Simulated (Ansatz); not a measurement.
Input

```
crystal:
  lattice:
    - [3.5612775706, 0.0, 0.0]
    - [0.0, 3.5612775706, 0.0]
    - [0.0, 0.0, 8.4748313041]
  atoms:
    - { symbol: Lu, position: [0.5, 0.5, 0.7137483884] }
    - { symbol: Lu, position: [0.5, 0.5, 0.2862516116] }
    - { symbol: Lu, position: [0.0, 0.0, 0.0] }
    - { symbol: Hg, position: [0.0, 0.0, 0.5] }
    - { symbol: H, position: [0.5, 0.0, 0.8562034752] }
    - { symbol: H, position: [0.0, 0.5, 0.8562034752] }
    - { symbol: H, position: [0.5, 0.0, 0.1437965248] }
    - { symbol: H, position: [0.0, 0.5, 0.1437965248] }
basis:
  ecutwfc: 420
kpoints:
  mp_grid: { grid: [10, 10, 4] }
hamiltonian:
  xc: pbe
scf:
  occupations: { method: gaussian, width: 0.1 }
output:
  forces: true
  stress: true
  eigenvalues: true
  write_density: true
  write_potential: true
  elf: true
  volumetric_format: npy
relax:
  adjacent_minimum: "off"
  f_tol: 0.01
  max_steps: 30
  cell: { stress_tol: 0.1, fix: [volume] }
```

Launched as:

```sh
ansatz run input.yaml --threads 1 --pin off --max-ram 2560MiB --backend cpu --events-out ev --progress --plain --runs-dir out
```

Below, planes, directions and counts refer to the conventional cell (a = 3.56 Å, b = 3.56 Å, c = 8.46 Å, α = 90.00°, β = 90.00°, γ = 90.00°).

The fields are those of the relaxed geometry.

Space group P4/mmm; a structure from a database of computed crystals, not necessarily the ambient phase; a generated structure, not necessarily the stable one; changed on purpose from its base cell (volume × 0.97, shape and atoms relaxed); computed pressure about 3 GPa in this cell; computed without spin polarisation.

Computed with DFT PBE, scalar-relativistic, plane waves, PAW in Ansatz 0.2.0.

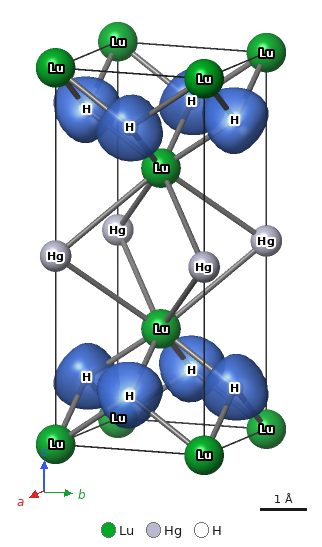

Lu3HgH4. Isosurface of the electron localisation function at 0.75 (blue), seen slightly off an axis. Core shells and regions of very low density are left out. Sticks mark near contacts.

Core electrons are frozen (PAW), and the valence fields are smoothed inside the atomic spheres.

Question: What do the ELF domains correspond to?

Answer: The surface consists of four regions around hydrogen nuclei, counted in one cell of 8 atoms. Any copies at cell faces, edges or corners count once.

Values along the shortest contacts:
Lu–H (2.15 Å): the ELF climbs to about 1 towards the hydrogen. Lu–Hg (3.10 Å): the ELF is about 0.25 at the midpoint; no shared electron pair shows on this line.
